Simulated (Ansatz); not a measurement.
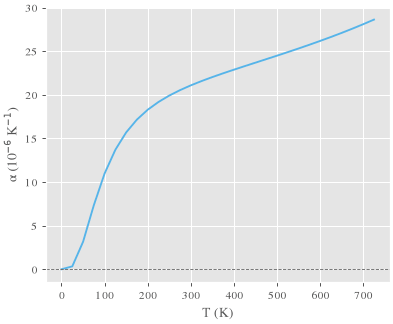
Figure. Linear thermal expansion of Al in the fcc (Cu type) structure from the quasi-harmonic free energy, PBEsol in Ansatz (a quantum-chemistry and plane-wave program)

The run noted for some of its cells that some bands missed the eigensolver's tolerance.

### Question
Read off α at 100 K, and say whether it is negative anywhere.

### Answer
About 11 × 10⁻⁶ K⁻¹. It is not negative in the range shown.
